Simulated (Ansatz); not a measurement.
**Run report: C₂H₆OSn, phonon calculation**

System: C₂H₆OSn, SMILES [CH3][SnH2][CH]=O.
Method: RKS LDA/def2-mTZVP (Ansatz 0.2.0).

It belongs to a series of runs on one base structure; here: vibrations at the highest image of the band. Figures and captions count atoms from 1; the log counts them from 0 in places.

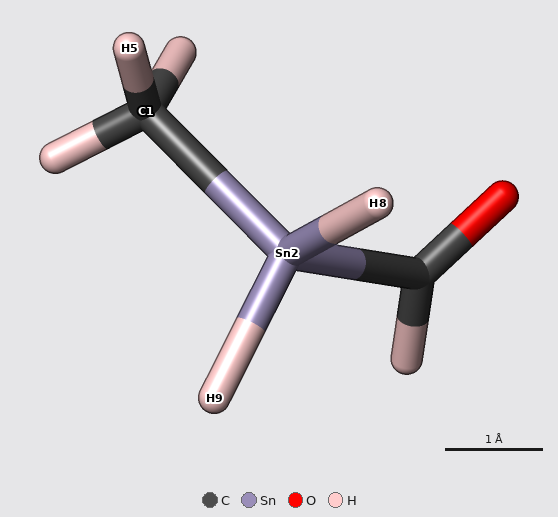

The structure (stick view, seen at a tilt; atoms are numbered from 1 in the order of the input). Sticks mark near contacts.

The input:
```yaml
crystal:
  periodic: [false, false, false]
  atoms:
    - { symbol: C, position_ang: [0.42654, 1.551722, 0.30823] }
    - { symbol: Sn, position_ang: [-0.689789, -0.103109, -0.459118] }
    - { symbol: C, position_ang: [0.333628, -1.967381, 0.129651] }
    - { symbol: O, position_ang: [0.242861, -2.406507, 1.248036] }
    - { symbol: H, position_ang: [-0.257379, 2.30692, 0.719342] }
    - { symbol: H, position_ang: [1.097422, 1.21141, 1.109737] }
    - { symbol: H, position_ang: [1.026329, 2.008995, -0.490422] }
    - { symbol: H, position_ang: [-2.255715, -0.146929, 0.241812] }
    - { symbol: H, position_ang: [-0.816012, -0.003057, -2.174408] }
    - { symbol: H, position_ang: [0.975215, -2.503266, -0.63006] }
basis:
  gaussian: { orbitals: def2-mTZVP }
hamiltonian:
  xc: lda
phonons: {}
```

Launch command:
```bash
ansatz run input.yaml --threads 2 --pin off --max-ram 3072MiB --backend cpu --events-out ev --progress --plain --runs-dir out
```

Log:
```
Engine: ansatz 0.2.0, x86_64-unknown-linux-gnu
Functional definition: SPW92
  exchange = slater_x
  correlation = pw_c
1161 factors; their error is unknown
mean field evaluation 1: about -9991.7320 eV, gradient 8.1e1 eV
mean field evaluation 2: about -9944.2625 eV, gradient 1.5e2 eV
mean field evaluation 4: about -10005.0151 eV, gradient 1.8e1 eV
mean field evaluation 8: about -10005.7433 eV, gradient 1.7e-1 eV
mean field evaluation 16: about -10005.7025 eV, gradient 2.7e-3 eV
mean field -10005.70252295 eV, -367.7027856097 hartree, gradient 3.7e-5 eV, S^2 0.000000; 0 other end points of the search recorded, 0 dependent functions left out
the calculation of the forces begins
reference -10005.70257213 eV, -367.7027874170 hartree; 24, 24 occupied and 92, 92 virtual orbitals, 1161 factors
these checks for a lower state are left out or cut short: stability, starts, cluster_reference, orbital_swaps, neighbouring_geometries, increment
1161 factors; their error is unknown
mean field -10005.70237185 eV, -367.7027800570 hartree, gradient 2.3e-6 eV, S^2 0.000000; 0 other end points of the search recorded, 0 dependent functions left out
[... from here on the field's lines of each further geometry are left out, up to the last ...]
the calculation of the forces begins
reference -10005.70251898 eV, -367.7027854637 hartree; 24, 24 occupied and 92, 92 virtual orbitals, 1161 factors
these checks for a lower state are left out or cut short: stability, starts, cluster_reference, orbital_swaps, neighbouring_geometries, increment
1161 factors; their error is unknown
mean field -10005.70248728 eV, -367.7027842990 hartree, gradient 2.3e-6 eV, S^2 0.000000; 0 other end points of the search recorded, 0 dependent functions left out
the calculation of the forces begins
reference -10005.70253646 eV, -367.7027861060 hartree; 24, 24 occupied and 92, 92 virtual orbitals, 1161 factors
WARN: phonons: modes at or below zero, which the zero-point energy, F, S and C_V leave out: 2, the lowest at -40.58 cm⁻¹. A minimum has none, and a first-order saddle one
Total energy: -10005.70257213 eV, -367.7027874170 hartree
Atom 0 at     0.426540     1.551722     0.308230 Å, force    -0.006685    -0.012539    -0.003129 eV/Å
Atom 1 at    -0.689789    -0.103109    -0.459118 Å, force     0.004862     0.012922     0.014046 eV/Å
Atom 2 at     0.333628    -1.967381     0.129651 Å, force     0.029468    -0.028603     0.020013 eV/Å
Atom 3 at     0.242861    -2.406507     1.248036 Å, force    -0.000514     0.024290    -0.028515 eV/Å
Atom 4 at    -0.257379     2.306920     0.719342 Å, force     0.001570     0.004570    -0.009659 eV/Å
Atom 5 at     1.097422     1.211410     1.109737 Å, force    -0.013001     0.004358     0.002733 eV/Å
Atom 6 at     1.026329     2.008995    -0.490422 Å, force     0.005976    -0.005300     0.006157 eV/Å
Atom 7 at    -2.255715    -0.146929     0.241812 Å, force    -0.000933    -0.001694     0.000393 eV/Å
Atom 8 at    -0.816012    -0.003057    -2.174408 Å, force     0.000254     0.000594     0.001424 eV/Å
Atom 9 at     0.975215    -2.503266    -0.630060 Å, force    -0.020996     0.001401    -0.003462 eV/Å
Dipole moment:     0.121608     0.289829    -0.306963 e Å
Vibrations: -40.58 -33.42 113.07 202.96 331.75 442.23 506.27 539.35 586.01 677.79 756.10 780.44 803.58 1196.32 1322.94 1411.48 1414.49 1749.31 1853.59 1887.15 2692.69 2986.68 3080.29 3085.98 cm⁻¹, zero-point energy 1.761845 eV
```

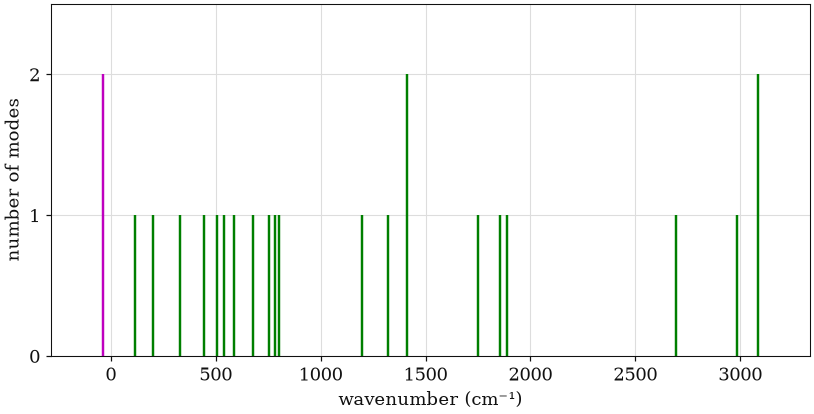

Harmonic vibrational wavenumbers from the force constants; neighbouring modes closer than 14 cm⁻¹ are counted in one stick, and imaginary ones are drawn at negative wavenumbers. 24 modes from 41i to 3086 cm⁻¹, 2 imaginary beyond 8i (41i, 33i cm⁻¹): not a minimum.

Key numbers:

| quantity | value |
| --- | --- |
| outcome | converged |
| total energy | −10005.7026 eV |
| mean-field energy | −10005.7026 eV |
| largest force (length of the vector) | 0.046 eV/Å |
| hardware | 2 threads of AMD EPYC (Zen 5), 128 GiB of memory available, shared host |
| wall time | 25 s (CPU time 47 s) |
| peak memory | 0.17 GiB |
